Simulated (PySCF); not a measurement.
H5FInN, singlet at its B3LYP/def2-SVP optimised geometry (Å):

```
8

In    -0.2615    -0.3899     0.0000
H     -1.4675    -1.5040    -0.5420
H      1.4675    -0.3899     0.0000
F     -0.9798     1.5040     0.0000
N     -0.8284    -0.0010     2.2861
H     -0.0871     0.0862     2.9826
H     -1.6108    -0.5032     2.7078
H     -1.1441     0.9416     2.0197
```

Level of theory: B3LYP/def2-TZVP, def2 effective core potentials past Kr (PySCF 2.14.0). The core electrons that the potentials of In replace are not part of the density.

Map of the log10 of the electron density (e/bohr³), floored at −4 on the plane z = 1.0 Å:

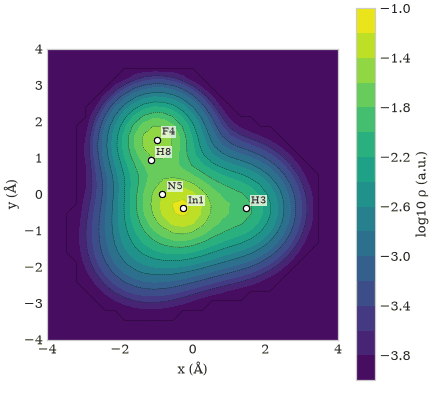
Figure: Log10 of the electron density (e/bohr³), floored at −4 on the plane z = 1.0 Å.
